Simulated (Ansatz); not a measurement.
# CH5ClOSeSi: up Jacob's ladder to CCSD(T), part 2 of 2

Ansatz 0.2.0, Gaussian basis; functionals in def2-TZVPP, the program's frozen cores in correlated methods. The steps go on from the part before.

### Step 15. LC-ωPBE (range-separated)

File in.yaml:

```yaml
crystal:
  periodic: [false, false, false]
  atoms:
    - {symbol: O, position_ang: [-0.141576, 0.128552, 2.081362]}
    - {symbol: C, position_ang: [-0.557220, 0.349238, 0.746186]}
    - {symbol: Si, position_ang: [0.544867, -0.497084, -0.527991]}
    - {symbol: Cl, position_ang: [2.470695, 0.166300, -0.280092]}
    - {symbol: Se, position_ang: [-0.231967, -0.175859, -2.635037]}
    - {symbol: H, position_ang: [-0.210495, -0.809044, 2.278663]}
    - {symbol: H, position_ang: [-1.598237, 0.039354, 0.574787]}
    - {symbol: H, position_ang: [-0.522830, 1.429857, 0.581361]}
    - {symbol: H, position_ang: [0.545512, -1.968551, -0.333186]}
    - {symbol: H, position_ang: [-0.215549, 1.286138, -2.483051]}
basis:
  gaussian: {orbitals: def2-TZVPP}
hamiltonian: {xc: {name: LC-wPBE}}
output: {orbitals: {seedname: orbitals}}
```

Started as:

```console
$ ansatz run in.yaml --threads 4 --pin off --events-out ev --progress --plain --max-ram 10444MiB
```

What it wrote, cut to the lines that bear on the results:

```text
Functional definition: LC-wPBE
  name "LC-wPBE"
  cite "Vydrov & Scuseria, J. Chem. Phys. 125, 234109 (2006) doi:10.1063/1.2409292"
  cite "Heyd & Scuseria, J. Chem. Phys. 120, 7274 (2004) doi:10.1063/1.1668634"
  cite "Ernzerhof & Perdew, J. Chem. Phys. 109, 3313 (1998) doi:10.1063/1.476928"
  cite "Perdew, Burke & Ernzerhof, Phys. Rev. Lett. 77, 3865 (1996) doi:10.1103/PhysRevLett.77.3865"
  parent pbe
[...]
1595 factors; their error is unknown
440 factors; integrals over basis functions are off by at most 3.3e-5 eV
[...]
mean field -88902.84195237 eV, -3267.1191812389 hartree, gradient 2.8e-5 eV, S^2 0.000000; 0 other end points of the search recorded, 0 dependent functions left out
reference -88902.84195237 eV, -3267.1191812391 hartree; 42, 42 occupied and 222, 222 virtual orbitals, 1595 factors
Total energy: -88902.84195237 eV, -3267.1191812391 hartree
```

Run time: 3.7 s. Hardware: 4 threads of Arm Neoverse V1, shared host; peak memory 0.58 GiB.

With the free atoms at this level, -88868.549 eV in sum, the atomisation energy is 3308.8 kJ/mol. HOMO -10.00 eV, LUMO 2.01 eV.

### Step 16. ωB97X-V (range-separated)

Changes to in.yaml since step 15:

```diff
@@ -15,3 +15,3 @@
   gaussian: {orbitals: def2-TZVPP}
-hamiltonian: {xc: {name: LC-wPBE}}
+hamiltonian: {xc: {name: wB97X-V}}
 output: {orbitals: {seedname: orbitals}}
```

The command is unchanged.

What it wrote, cut to the lines that bear on the results:

```text
Functional definition: wB97X-V
  name "wB97X-V"
  cite "Mardirossian & Head-Gordon, Phys. Chem. Chem. Phys. 16, 9904 (2014) doi:10.1039/C3CP54374A"
  cite "Becke, J. Chem. Phys. 107, 8554 (1997) doi:10.1063/1.475007"
  cite "Vydrov & Van Voorhis, J. Chem. Phys. 133, 244103 (2010) doi:10.1063/1.3521275"
[...]
      + integral(e_c_pw_opposite_spin*poly(b97_u_opposite, cos0, cos1)) + vv10(b, c)
1636 factors; their error is unknown
324 factors; integrals over basis functions are off by at most 2.0e-5 eV
[...]
mean field -88909.41177314 eV, -3267.3606176991 hartree, gradient 5.0e-5 eV, S^2 0.000000; 0 other end points of the search recorded, 0 dependent functions left out
reference -88909.41177116 eV, -3267.3606176264 hartree; 42, 42 occupied and 222, 222 virtual orbitals, 1636 factors
Total energy: -88909.41177116 eV, -3267.3606176264 hartree
```

Wall time 11 s (4 threads of Arm Neoverse V1, shared host); peak memory 1.1 GiB.

With the free atoms at this level, -88874.528 eV in sum, the atomisation energy is 3365.8 kJ/mol. HOMO -9.66 eV, LUMO 1.86 eV.

### Step 17. ωB97M-V (range-separated)

Changes to in.yaml since step 16:

```diff
@@ -15,3 +15,3 @@
   gaussian: {orbitals: def2-TZVPP}
-hamiltonian: {xc: {name: wB97X-V}}
-output: {orbitals: {seedname: orbitals}}
+hamiltonian: {xc: {name: wB97M-V}}
+output: {forces: true, orbitals: {seedname: orbitals}}
```

Same command.

What it wrote, cut to the lines that bear on the results:

```text
Functional definition: wB97M-V
  name "wB97M-V"
  cite "Mardirossian & Head-Gordon, J. Chem. Phys. 144, 214110 (2016) doi:10.1063/1.4952647"
  cite "Becke, J. Chem. Phys. 107, 8554 (1997) doi:10.1063/1.475007"
  cite "Vydrov & Van Voorhis, J. Chem. Phys. 133, 244103 (2010) doi:10.1063/1.3521275"
  # Of w^i u^j: cxij and so on, Table III.
[...]
  gx(w, u) = 1 - cx + cx01*u + cx10*w
  gss(w, u) = css00 + css04*u^4 + css10*w + css20*w^2 + css43*w^4*u^3
  gos(w, u) = cos00 + cos10*w + (cos20 + cos21*u)*w^2 + (cos60 + cos61*u)*w^6
[...]
      + integral(e_c_pw_mod_opposite_spin*gos(b97_w_opposite, b97_u_opposite)) + vv10(b, c)
1622 factors; their error is unknown
324 factors; integrals over basis functions are off by at most 2.0e-5 eV
[...]
Atom 0 at    -0.141576     0.128552     2.081362 Å, force     0.083794    -0.125003     0.244419 eV/Å
Atom 1 at    -0.557220     0.349238     0.746186 Å, force    -0.112559     0.064489    -0.380746 eV/Å
Atom 2 at     0.544867    -0.497084    -0.527991 Å, force    -0.092045    -0.157346     0.046621 eV/Å
Atom 3 at     2.470695     0.166300    -0.280092 Å, force     0.017272     0.020474    -0.005322 eV/Å
Atom 4 at    -0.231967    -0.175859    -2.635037 Å, force     0.022216     0.107274     0.076023 eV/Å
Atom 5 at    -0.210495    -0.809044     2.278663 Å, force     0.005293     0.056748     0.011363 eV/Å
Atom 6 at    -1.598237     0.039354     0.574787 Å, force     0.081853     0.036727     0.023529 eV/Å
Atom 7 at    -0.522830     1.429857     0.581361 Å, force    -0.008193    -0.077004     0.005212 eV/Å
Atom 8 at     0.545512    -1.968551    -0.333186 Å, force    -0.000129     0.172638    -0.013362 eV/Å
Atom 9 at    -0.215549     1.286138    -2.483051 Å, force     0.002498    -0.098996    -0.007736 eV/Å
Dipole moment:    -0.333554    -0.138611    -0.005506 e Å
```

It took 16 s on 4 threads of Arm Neoverse V1, shared host; peak memory 1.2 GiB.

Atomisation energy: 3356.4 kJ/mol (free atoms -88878.638 eV, run apart). HOMO -9.52 eV, LUMO 1.59 eV.

### Step 18. B2PLYP (double hybrid)

Changes to in.yaml since step 17:

```diff
@@ -15,3 +15,2 @@
   gaussian: {orbitals: def2-TZVPP}
-hamiltonian: {xc: {name: wB97M-V}}
-output: {forces: true, orbitals: {seedname: orbitals}}
+hamiltonian: {xc: {name: B2PLYP}}
```

Launched as before.

What it wrote, cut to the lines that bear on the results:

```text
Functional definition: B2PLYP
  name "B2PLYP"
  cite "Grimme, J. Chem. Phys. 124, 034108 (2006) doi:10.1063/1.2148954"
  cite "Becke, Phys. Rev. A 38, 3098 (1988) doi:10.1103/PhysRevA.38.3098"
  cite "Lee, Yang & Parr, Phys. Rev. B 37, 785 (1988) doi:10.1103/PhysRevB.37.785"
[...]
1596 factors; integrals over basis functions are off by at most 1.3e-3 eV
[...]
mean field -88891.14269966 eV, -3266.6892416320 hartree, gradient 8.1e-6 eV, S^2 0.000000; 0 other end points of the search recorded, 0 dependent functions left out
21 core orbitals not correlated: weight in the atoms' cores, before any rotation towards them, 1.000 or more for the frozen orbitals, at most 0.000 for the correlated occupied ones
reference -88891.14288209 eV, -3266.6892483361 hartree; 21, 21 occupied and 222, 222 virtual orbitals, 1596 factors
second order -32.77828054 eV of doubles, -0.00000000 eV of singles
Total energy: -88899.99301783 eV, -3267.0144848259 hartree
```

It took 8 s on 4 threads of Arm Neoverse V1, shared host; peak memory 0.78 GiB.

With the free atoms at this level, -88865.871 eV in sum, the atomisation energy is 3292.3 kJ/mol.

### Step 19. PBE-QIDH (double hybrid)

Changes to in.yaml since step 18:

```diff
@@ -15,2 +15,2 @@
   gaussian: {orbitals: def2-TZVPP}
-hamiltonian: {xc: {name: B2PLYP}}
+hamiltonian: {xc: {name: PBE-QIDH}}
```

The command is unchanged.

What it wrote, cut to the lines that bear on the results:

```text
Functional definition: PBE-QIDH
  name "PBE-QIDH"
  cite "Brémond, Sancho-García, Pérez-Jiménez & Adamo, J. Chem. Phys. 141, 031101 (2014) doi:10.1063/1.4890314"
  cite "Perdew, Burke & Ernzerhof, Phys. Rev. Lett. 77, 3865 (1996) doi:10.1103/PhysRevLett.77.3865"
[...]
1596 factors; integrals over basis functions are off by at most 1.3e-3 eV
[...]
mean field -88877.11815784 eV, -3266.1738492262 hartree, gradient 1.7e-6 eV, S^2 0.000000; 0 other end points of the search recorded, 0 dependent functions left out
21 core orbitals not correlated: weight in the atoms' cores, before any rotation towards them, 1.000 or more for the frozen orbitals, at most 0.000 for the correlated occupied ones
reference -88877.11817077 eV, -3266.1738497014 hartree; 21, 21 occupied and 222, 222 virtual orbitals, 1596 factors
second order -30.49073334 eV of doubles, -0.00000000 eV of singles
Total energy: -88887.28174855 eV, -3266.5473542956 hartree
```

It took 8 s on 4 threads of Arm Neoverse V1, shared host; peak memory 0.79 GiB.

Atomisation energy: 3322.8 kJ/mol (free atoms -88852.843 eV, run apart).

### Step 20. Orbital energies across the functionals

Dipoles come from the runs that computed forces. Levels, from each run's orbital file:

```csv
functional,HOMO (eV),LUMO (eV),gap (eV),dipole (D)
LDA (SPW92),-6.26,-1.30,4.95,
PBE-D4,-6.10,-1.11,4.99,1.70
revPBE-D4,-6.04,-1.03,5.01,
BLYP-D4,-5.96,-1.02,4.94,
r2SCAN-D4,-6.40,-0.84,5.55,1.74
B97M-V,-6.49,-0.90,5.59,
PBE0-D4,-7.34,-0.23,7.11,
B3LYP-D4,-7.10,-0.49,6.61,1.77
r2SCANh-D4,-6.86,-0.53,6.33,
r2SCAN0-D4,-7.53,-0.07,7.46,
HSE06-D4,-6.94,-0.61,6.33,
BHLYP-D4,-8.38,0.65,9.04,
CAM-B3LYP-D4,-8.64,0.80,9.44,
LC-ωPBE,-10.00,2.01,12.01,
ωB97X-V,-9.66,1.86,11.52,
ωB97M-V,-9.52,1.59,11.11,1.74
```

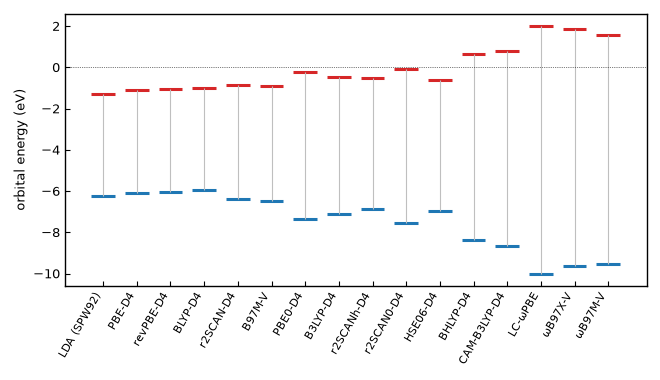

Highest occupied (blue) and lowest empty (red) level by functional.

### Step 21. CCSD(T) in def2-SVP

Changes to in.yaml since step 19:

```diff
@@ -14,3 +14,3 @@
 basis:
-  gaussian: {orbitals: def2-TZVPP}
-hamiltonian: {xc: {name: PBE-QIDH}}
+  gaussian: {orbitals: def2-SVP}
+correlation: {method: ccsd_t}
```

The command is unchanged.

What it wrote, cut to the lines that bear on the results:

```text
Functional definition: HF
  name "HF"
  cite "Fock, Z. Phys. 61, 126 (1930) doi:10.1007/BF01340294"
  parent pbe
[...]
1168 factors; integrals over basis functions are off by at most 1.3e-3 eV
[...]
mean field -88800.62575757 eV, -3263.3628053646 hartree, gradient 1.8e-6 eV, S^2 0.000000; 0 other end points of the search recorded, 0 dependent functions left out
21 core orbitals not correlated: weight in the atoms' cores, before any rotation towards them, 1.000 or more for the frozen orbitals, at most 0.000 for the correlated occupied ones
reference -88800.62575757 eV, -3263.3628053646 hartree; 21, 21 occupied and 79, 79 virtual orbitals, 1168 factors
second order -21.52578442 eV of doubles, -0.00000000 eV of singles
cycle   1  -22.17793283 eV  change   -6.5e-1 eV  update   9.5e-2
[...]
cycle   9  -22.78375410 eV  change   -3.3e-5 eV  update   2.5e-5
perturbative correction -0.58244970 eV, -0.0214046317 hartree
Total energy: -88823.99196137 eV, -3264.2214975161 hartree
```

It took 11 s on 4 threads of Arm Neoverse V1, shared host; peak memory 0.64 GiB.

### Step 22. CCSD(T) in def2-TZVPP

Changes to in.yaml since step 21:

```diff
@@ -14,3 +14,4 @@
 basis:
-  gaussian: {orbitals: def2-SVP}
+  gaussian: {orbitals: def2-TZVPP}
 correlation: {method: ccsd_t}
+output: {orbitals: {seedname: orbitals}}
```

Launched as before.

What it wrote, cut to the lines that bear on the results:

```text
Functional definition: HF
  name "HF"
  cite "Fock, Z. Phys. 61, 126 (1930) doi:10.1007/BF01340294"
  parent pbe
[...]
1596 factors; integrals over basis functions are off by at most 1.3e-3 eV
[...]
mean field -88819.71987687 eV, -3264.0645013066 hartree, gradient 5.8e-6 eV, S^2 0.000000; 0 other end points of the search recorded, 0 dependent functions left out
21 core orbitals not correlated: weight in the atoms' cores, before any rotation towards them, 1.000 or more for the frozen orbitals, at most 0.000 for the correlated occupied ones
reference -88819.71987687 eV, -3264.0645013066 hartree; 21, 21 occupied and 222, 222 virtual orbitals, 1596 factors
second order -27.12598550 eV of doubles, -0.00000000 eV of singles
cycle   1  -27.60186415 eV  change   -4.8e-1 eV  update   1.1e-1
[...]
cycle   9  -28.34823254 eV  change   -3.5e-5 eV  update   3.2e-5
perturbative correction -1.12393301 eV, -0.0413037762 hartree
Total energy: -88849.19204242 eV, -3265.1475834136 hartree
```

Run time: 5.3 min. Hardware: 4 threads of Arm Neoverse V1, shared host; peak memory 6.4 GiB.

### Step 23. MP2 in def2-QZVPP

Changes to in.yaml since step 22:

```diff
@@ -14,4 +14,3 @@
 basis:
-  gaussian: {orbitals: def2-TZVPP}
-correlation: {method: ccsd_t}
-output: {orbitals: {seedname: orbitals}}
+  gaussian: {orbitals: "def2-QZVPP.json"}
+correlation: {method: mp2}
```

Launched as before.

What it wrote:

```text
Functional definition: HF
  name "HF"
  cite "Fock, Z. Phys. 61, 126 (1930) doi:10.1007/BF01340294"
  parent pbe
  exchange = exact_x
  correlation = 0
3003 factors; integrals over basis functions are off by at most 1.1e-3 eV
mean field evaluation 1: about -88818.4886 eV, gradient 3.5e1 eV
mean field evaluation 2: about -88818.6677 eV, gradient 3.5e1 eV
mean field evaluation 4: about -88821.6838 eV, gradient 4.1e0 eV
mean field evaluation 8: about -88821.7480 eV, gradient 3.0e-1 eV
mean field -88821.74849935 eV, -3264.1390518077 hartree, gradient 6.4e-6 eV, S^2 0.000000; 0 other end points of the search recorded, 0 dependent functions left out
21 core orbitals not correlated: weight in the atoms' cores, before any rotation towards them, 1.000 or more for the frozen orbitals, at most 0.000 for the correlated occupied ones
reference -88821.74849935 eV, -3264.1390518077 hartree; 21, 21 occupied and 451, 451 virtual orbitals, 3003 factors
second order -37.04114817 eV of doubles, -0.00000000 eV of singles
Total energy: -88858.78964752 eV, -3265.5002888955 hartree
```

Wall time 32 s (4 threads of Arm Neoverse V1, shared host); peak memory 3.3 GiB.

Energy pieces by basis (eV):

| basis | HF | MP2 correlation | CCSD correlation | (T) | total |
| --- | --- | --- | --- | --- | --- |
| def2-SVP | -88800.6258 | -21.5258 | -22.7838 | -0.5824 | -88823.9920 |
| def2-TZVPP | -88819.7199 | -27.1260 | -28.3482 | -1.1239 | -88849.1920 |
| def2-QZVPP | -88821.7485 | -37.0411 |  |  | -88858.7896 (MP2) |

The report of the def2-TZVPP run gives T1 = 0.0099.

### Step 24. Extrapolating to the complete basis

No new run: Hartree-Fock is extrapolated as exp(−7.88√X) and correlation as X^−2.97, with X = 3 and 4; only MP2 was run in the larger set, so CCSD(T) minus MP2 is added from the smaller one.

| level | energy at the limit (eV) |
| --- | --- |
| HF | -88822.0279 |
| MP2 | -88866.4136 |
| CCSD | -88867.6359 |
| CCSD(T) | -88868.7598 |

This is no true limit for total energies: MP2 correlation changes by a factor of 1.37 from triple to quadruple zeta (about 1.07 in light molecules), because outer-core shells are correlated in sets not made for them. Much of that cancels between molecule and atoms or ions.

### Step 25. RPA on PBE orbitals

Changes to in.yaml since step 23:

```diff
@@ -14,3 +14,4 @@
 basis:
-  gaussian: {orbitals: "def2-QZVPP.json"}
-correlation: {method: mp2}
+  gaussian: {orbitals: def2-TZVPP}
+hamiltonian: {xc: pbe}
+correlation: {method: rpa}
```

The command is unchanged.

What it wrote, cut to the lines that bear on the results:

```text
Functional definition: PBE
  name "PBE"
  cite "Perdew, Burke & Ernzerhof, Phys. Rev. Lett. 77, 3865 (1996) doi:10.1103/PhysRevLett.77.3865"
  parent pbe
[...]
1596 factors; integrals over basis functions are off by at most 1.3e-3 eV
[...]
mean field -88896.80798819 eV, -3266.8974371454 hartree, gradient 2.5e-6 eV, S^2 0.000000; 0 other end points of the search recorded, 0 dependent functions left out
21 core orbitals not correlated: weight in the atoms' cores, before any rotation towards them, 1.000 or more for the frozen orbitals, at most 0.000 for the correlated occupied ones
reference -88817.83965601 eV, -3263.9954044644 hartree; 21, 21 occupied and 222, 222 virtual orbitals, 1596 factors
Total energy: -88861.39227461 eV, -3265.5959336767 hartree
```

Run time: 7 s. Hardware: 4 threads of Arm Neoverse V1, shared host; peak memory 0.66 GiB.

RPA correlation: -43.553 eV. No RPA run of the hydrogen atom was made, so RPA has no atomisation energy below.

### Step 26. Atomisation energies

Atomisation energy = energies of 1 O, 1 C, 1 Si, 1 Cl, 1 Se, 5 H (separate runs, same level) minus the molecule's; electronic only, no spin-orbit term.

```csv
method,rung,"atoms, summed (eV)",atomisation energy (kJ/mol),from CCSD(T)/CBS (kJ/mol),time
LDA (SPW92),LDA,-88689.345,3863.6,+498.5,1.7 s
PBE-D4,GGA,-88861.773,3407.7,+42.6,3.3 s
revPBE-D4,GGA,-88875.398,3322.5,-42.6,2.7 s
BLYP-D4,GGA,-88885.338,3324.2,-40.9,2.7 s
r2SCAN-D4,meta-GGA,-88881.221,3365.5,+0.4,7 s
B97M-V,meta-GGA,-88866.900,3357.6,-7.5,13 s
PBE0-D4,hybrid,-88866.431,3346.9,-18.2,4.9 s
B3LYP-D4,hybrid,-88887.388,3330.3,-34.8,7.5 s
r2SCANh-D4,hybrid,-88881.141,3341.6,-23.5,8 s
r2SCAN0-D4,hybrid,-88881.043,3307.6,-57.5,8 s
HSE06-D4,hybrid,-88865.934,3349.1,-16.0,5 s
BHLYP-D4,hybrid,-88884.251,3233.3,-131.8,5 s
CAM-B3LYP-D4,range-separated,-88887.702,3340.1,-25.0,6 s
LC-ωPBE,range-separated,-88868.549,3308.8,-56.3,3.7 s
ωB97X-V,range-separated,-88874.528,3365.8,+0.7,11 s
ωB97M-V,range-separated,-88878.638,3356.4,-8.7,16 s
B2PLYP,double hybrid,-88865.871,3292.3,-72.8,8 s
PBE-QIDH,double hybrid,-88852.843,3322.8,-42.3,8 s
HF/def2-TZVPP,wavefunction,-88795.163,2369.4,-995.7,
MP2/def2-TZVPP,wavefunction,-88812.460,3317.7,-47.4,
CCSD/def2-TZVPP,wavefunction,-88814.912,3199.1,-166.0,
CCSD(T)/def2-SVP,wavefunction,-88791.842,3102.0,-263.1,11 s
CCSD(T)/def2-TZVPP,wavefunction,-88815.442,3256.3,-108.8,5.3 min
MP2/CBS,wavefunction,-88830.901,3426.5,+61.4,
CCSD(T)/CBS,wavefunction,-88833.883,3365.1,0,5.9 min
```

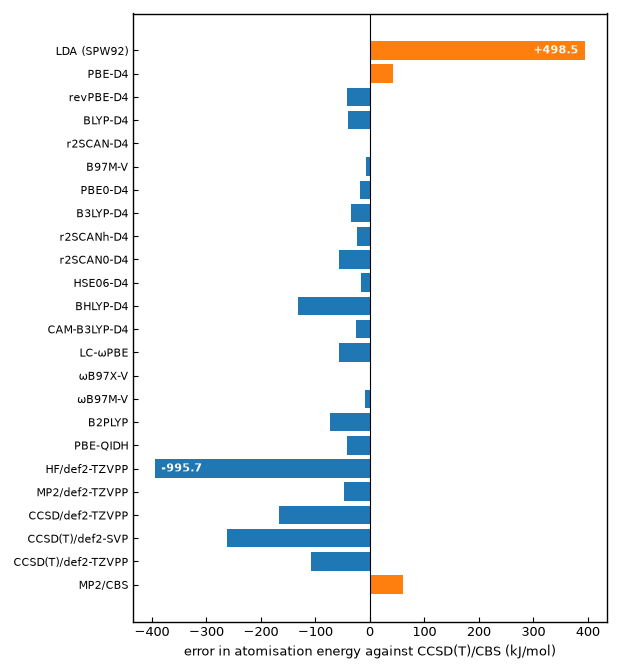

Error of each method against CCSD(T)/CBS. Bars with a number in them are cut short.

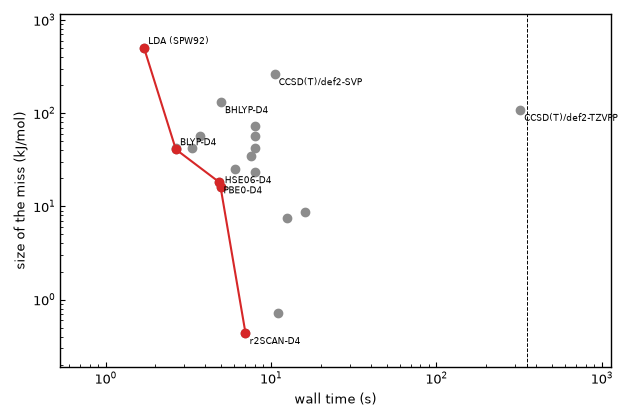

Miss against cost. Red marks the levels that no quicker level drawn beats (of those quicker than the yardstick), and the dashed line is the time of CCSD(T)/CBS. Only those levels and the largest misses are named. Times are from a shared host.

LDA (SPW92), LC-ωPBE, B2PLYP, PBE-QIDH carry no dispersion term (for B3LYP, D4 adds 44.4 kJ/mol).

Times are those of the molecule's run; HF, MP2 and CCSD come out of the CCSD(T) runs, and the limit's time is the sum of the runs that it needs.

### Step 27. What came out

The summary covers parts 1 to 2.

```
                               quantity                                                                             value
        atomisation energy, CCSD(T)/CBS                                                                     3365.1 kJ/mol
 functionals within 33.7 kJ/mol (1.0 %)  r2SCAN-D4, B97M-V, PBE0-D4, r2SCANh-D4, HSE06-D4, CAM-B3LYP-D4, ωB97X-V, ωB97M-V
                    farthest beyond LDA                                                          BHLYP-D4 (-131.8 kJ/mol)
                mean size of error, GGA                                                                       42.0 kJ/mol
           mean size of error, meta-GGA                                                                        4.0 kJ/mol
             mean size of error, hybrid                                                                       47.0 kJ/mol
    mean size of error, range-separated                                                                       22.7 kJ/mol
      mean size of error, double hybrid                                                                       57.6 kJ/mol
              gap, smallest and largest                                             4.94 eV (BLYP-D4), 12.01 eV (LC-ωPBE)
                          T1 diagnostic                                                                            0.0099
triples share of the correlation energy                                                                             3.8 %
```

What this shows: LDA overbinds by 498.5 kJ/mol (15 %). PBE-D4 misses by +42.6 kJ/mol. Double hybrids carry the basis error of their MP2 part in triple zeta, and no dispersion term here, so their miss is partly the set-up's. The rungs meta-GGA, range-separated miss on average by less than the doubt on the reference (33.7 kJ/mol), so they tie. Misses under about 33.7 kJ/mol are within the doubt on the reference itself, which lacks core-valence correlation, relativity and higher excitations, and its outer-core shells are covered unevenly. All levels share the lack of spin-orbit coupling, which lowers the free heavy atoms and so the true binding. Hartree-Fock recovers 70 % of the binding; the rest is correlation. CCSD(T) in def2-SVP is off by -263.1 kJ/mol, so the small basis spoils what the method gains. The gap grows from 4.9 to 12.0 eV across the functionals, mostly with the share of exact exchange. Correlated methods include outer-core shells of Se, which these sets cover unevenly.

r2SCAN-D4 reaches 0.4 kJ/mol from the reference in 7 s, where CCSD(T)/CBS took 5.9 min; the quickest level in the cost chart, LDA (SPW92), takes 1.7 s and misses by 498.5 kJ/mol.
